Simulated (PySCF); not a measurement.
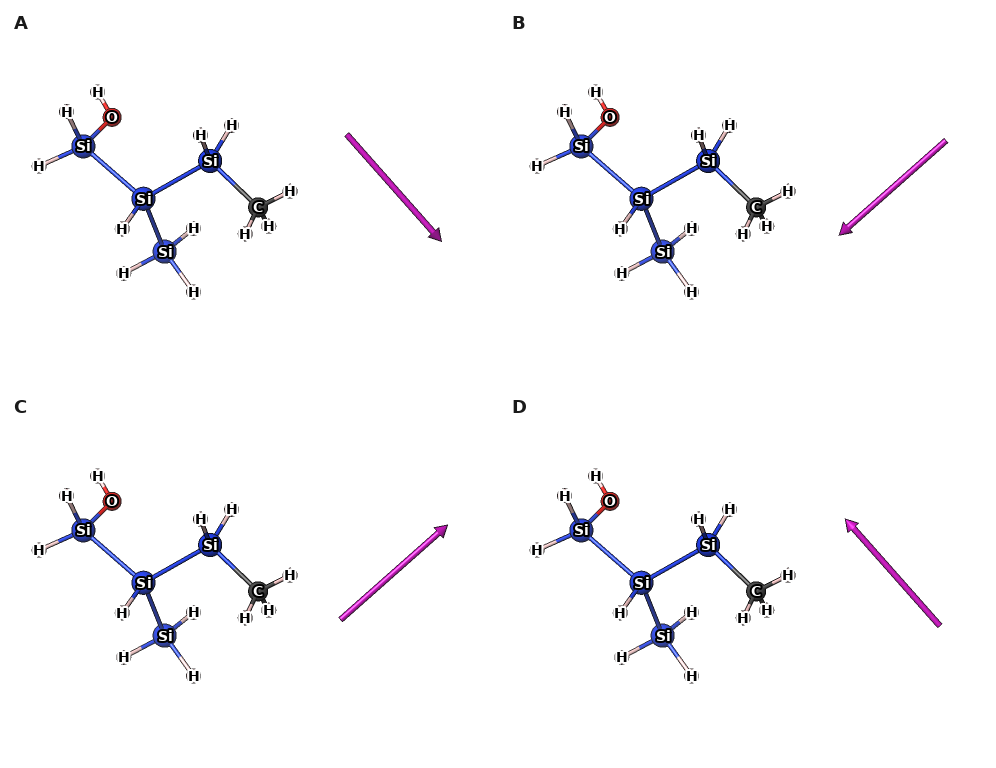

The same molecule four times, each with an arrow. Computed geometry: GFN2-xTB optimisation. No frequency run is at hand to confirm it as a minimum. Level of theory: B3LYP/def2-SVPD, gas phase (PySCF 2.14.0).

Question: Which arrow points along the dipole moment, from the negative to the positive end?

Answer: D. The dipole moment is 0.71 D.

The geometry is semi-empirical. Around Si such bond lengths and angles can be off by a tenth of an ångström or more and by several degrees, and values that hang on the shape move with them.
